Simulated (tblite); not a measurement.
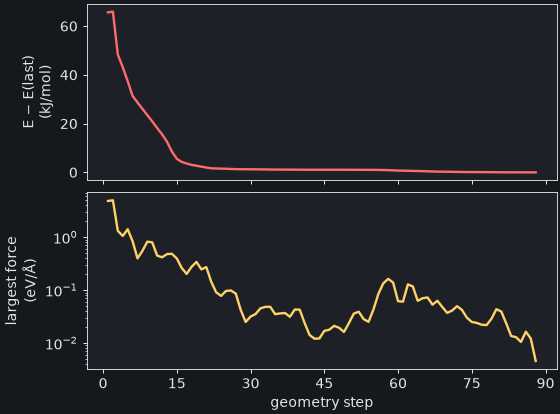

History of a geometry optimisation.

- system: CH₆NPSi₂ (SMILES [SiH3]N([SiH3])C#P)
- method: tblite, GFN2-xTB geometry optimisation, gas phase

**How did it end, and what did it gain?**

The optimisation met its thresholds at geometry 88, counting the start as the first. The energy fell by about 66 kJ/mol from the first step to the last. The largest force goes from about 4.8 eV/Å at the start to 5 × 10⁻³ eV/Å at the end.
